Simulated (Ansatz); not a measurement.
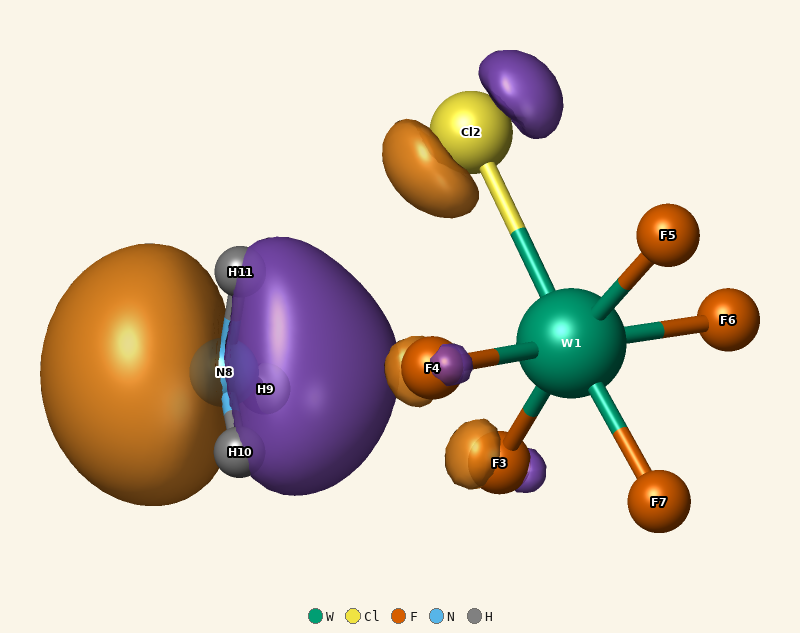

Figure. ClF5W···NH3. The HOMO at ±0.1 Å⁻³ᐟ² (orange and purple are the two phases), seen at a tilt.

Core potentials replace the inner electrons of W; not at a stationary point (largest force 1.4 eV/Å).

These are results of RHF/def2-SVP in Ansatz, not measurements.

Input

```
crystal:
  periodic: [false, false, false]
  atoms:
    - { symbol: W, position_ang: [0.0, 0.0, 0.0] }
    - { symbol: Cl, position_ang: [0.0, 0.0, 2.74] }
    - { symbol: F, position_ang: [1.85, 0.0, 0.0] }
    - { symbol: F, position_ang: [0.0, 1.85, 0.0] }
    - { symbol: F, position_ang: [-1.85, 0.0, 0.0] }
    - { symbol: F, position_ang: [0.0, -1.85, 0.0] }
    - { symbol: F, position_ang: [0.0, 0.0, -1.85] }
    - { symbol: "N", position_ang: [1.5641, 1.6294, 0.7505] }
    - { symbol: H, position_ang: [2.4032, 1.3328, 1.3263] }
    - { symbol: H, position_ang: [1.4216, 2.6516, 0.5089] }
    - { symbol: H, position_ang: [1.0745, 1.1194, 1.972] }
basis:
  gaussian: { orbitals: def2-SVP }
hamiltonian:
  xc: hf
relax:
  f_tol: 0.15
  max_steps: 25
  restrain:
    - { distance: [0, 7], at: 3.28, k: 30.0 }
    - { distance: [10, 1], at: 2.57, k: 30.0 }
    - { distance: [0, 1], at: 2.39, k: 30.0 }
    - { distance: [10, 7], at: 1.06, k: 30.0 }
output:
  orbitals: {}
```

Run with:

```sh
ansatz run input.yaml --threads 4 --pin off --max-ram 5120MiB --backend cpu --events-out ev --progress --plain --runs-dir out
```

The fields are those of the run's last geometry, not of the input's.

Q: What is the character of this orbital?

A: It lies mainly on N8 (about 80 %); largely a lone pair of N8. Its energy is −11.23 eV.
